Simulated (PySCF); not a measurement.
Vertical excitations of a molecule F2H6Si3 from TDA-PBE0/def2-SVPD (PySCF), as energy in eV (oscillator strength): 5.92 (0.000), 5.95 (0.126), 7.14 (0.019), 7.34 (0.538), 7.62 (0.004), 7.81 (0.025), 7.92 (0.000), 7.98 (0.001), 8.02 (0.000), 8.03 (0.000). Lowest triplet (TDA): 4.99 eV. Geometry: ωB97X-D3(BJ)/def2-SVP. The values are those of a single conformer.

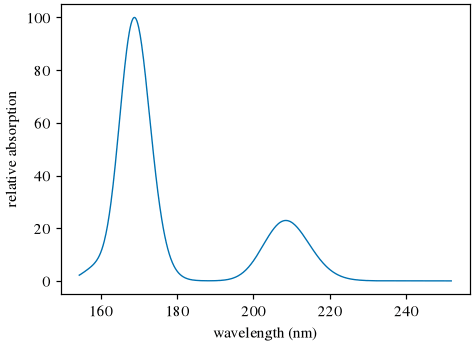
The lines broadened by 0.4 eV.

Problem. Which structure fits?
(A) F[Si](F)([SiH3])[SiH3]
(B) F[SiH](F)[SiH2][SiH3]
(C) F[SiH2][Si@H](F)[SiH3]
(D) F[SiH2][SiH2][SiH2]F

Solution. A, F[Si](F)([SiH3])[SiH3]
